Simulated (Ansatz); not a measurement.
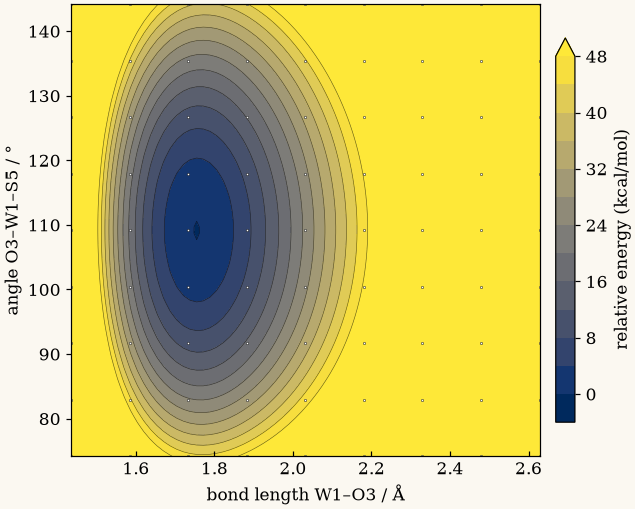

[WO2S2]2-, charge −2. Coordinates scanned: (1) bond length W1–O3; (2) angle O3–W1–S5. Nothing is relaxed (all other coordinates rigid). The grid has 9 × 9 points. Energies: kcal/mol, counted from the relaxed molecule at the same level. The reference is spin-restricted, which grows unreliable where a bond is stretched far. Computed with RKS PBE0-D4/def2-SVPD (Ansatz 0.2.0).

The picture shows filled contours, dots at the grid points, one colour for all values above the top of the scale. Between grid points the surface is interpolated.

### Where is the minimum, and how stiff is the well along each coordinate?

The interpolated minimum is at bond length W1–O3 ≈ 1.751 Å, angle O3–W1–S5 ≈ 109.2°. The curvatures there are about 42 eV/Å² and 9.3 eV/rad², with a cross term of about 0 eV/(Å·rad). Round the minimum the two coordinates are nearly uncoupled. (1 eV is 23.1 kcal/mol.)
